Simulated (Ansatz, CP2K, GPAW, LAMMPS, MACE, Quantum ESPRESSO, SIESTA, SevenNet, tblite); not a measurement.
# Which run comes nearest? Amorphous 57SiO2-30PbO-13Na2O (mol %) (62 atoms)

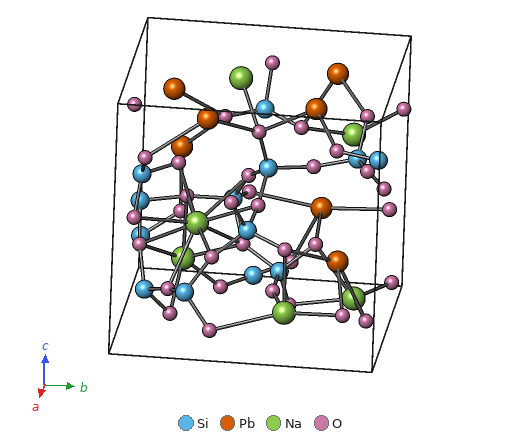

The cell (silicon blue, lead orange, sodium green, oxygen pink). Bonds to atoms that aren't drawn are left out.

Density of this cell: 5.07 g/cm³. The cell holds 62 atoms: 13 Si, 7 Pb, 6 Na and 36 O. Its edges and angles: a = 9.392 Å, b = 9.392 Å, c = 9.392 Å, α = 90.0°, β = 90.0°, γ = 90.0°. 62 atoms (13 Si, 7 Sr, 6 Na, 36 O) placed at random at 3.47 g/cm³, melted at 5000 K for 10 ps at fixed volume with the Morse and Coulomb pair potential with partial charges (Pedone, Malavasi, Menziani, Cormack and Segre, J. Phys. Chem. B 110, 11780 (2006)). Quenched from 5000 K to 300 K at 10 K/ps and fixed volume, held 5 ps, then minimised at fixed cell. Then Sr was replaced by Pb and the cell scaled by 1.008 (the potential has no terms for the new elements, so the cell is a start for a DFT relaxation).

Geometry: as built.

The reference, a calculation:

| Quantity | Value |
| --- | --- |
| method | Kohn-Sham DFT, PBE, SSSP efficiency 1.3.0 pseudopotentials, plane waves (Quantum ESPRESSO 7.5); sssp-pbe-1.3.0-efficiency, cutoffs 60/480 Ry, Γ point |
| r.m.s. force component | 0.9171 eV/Å |
| longest force | 3.022 eV/Å |
| pressure | 7.077 GPa |
| gap (highest filled to lowest empty level) | 2.599 eV |
| time | 2.1 min on 4 MPI ranks of Arm Neoverse V2, shared host |
| CPU time | 8.3 min |

Runs, in no order:
A. GPAW PBE, LCAO dzp, h 0.18 Å: Kohn-Sham DFT, PBE, PAW, atomic orbitals (dzp)
B. GPAW PBE, LCAO sz(dzp), h 0.18 Å: Kohn-Sham DFT, PBE, PAW, atomic orbitals (sz(dzp))
C. QE PBE, sssp-1.3.0-efficiency, 25/200 Ry: Kohn-Sham DFT, PBE, SSSP efficiency 1.3.0 pseudopotentials, plane waves
D. CP2K PBE, DZVP-MOLOPT-SR, 800/50 Ry, diagonalisation: Kohn-Sham DFT, PBE, GTH-PBE pseudopotentials, Gaussian and plane waves, DZVP-MOLOPT-SR-GTH, diagonalisation

Q: Order them from the smallest to the largest r.m.s. force difference.

C, D, A, B.

```csv
run,"Δ force, r.m.s. (meV/Å)",share of r.m.s. force (%),CPU time
"C. QE PBE, sssp-1.3.0-efficiency, 25/200 Ry",86.4,9.42,1.9 min
"D. CP2K PBE, DZVP-MOLOPT-SR, 800/50 Ry, diagonalisation",162,17.6,3 min
"A. GPAW PBE, LCAO dzp, h 0.18 Å",355,38.7,2.7 min
"B. GPAW PBE, LCAO sz(dzp), h 0.18 Å",1469,160,60 s
```

The network of bonds at the start is that of the classical potential that made the cell, and needn't be the one that DFT or experiment would give. The electronic-structure runs sample only Γ, in a cell whose shortest periodic width is 9 Å.

[Logs are printed without paths, hosts, clocks, repeated set-up lines and the standing remarks that a program may print on its own settings, such as how far it seeks lower states.]

[Hosts, paths, dates, database ids (printed as entryN), source tags and the programs' standing remarks are cut or masked in the printed files.]
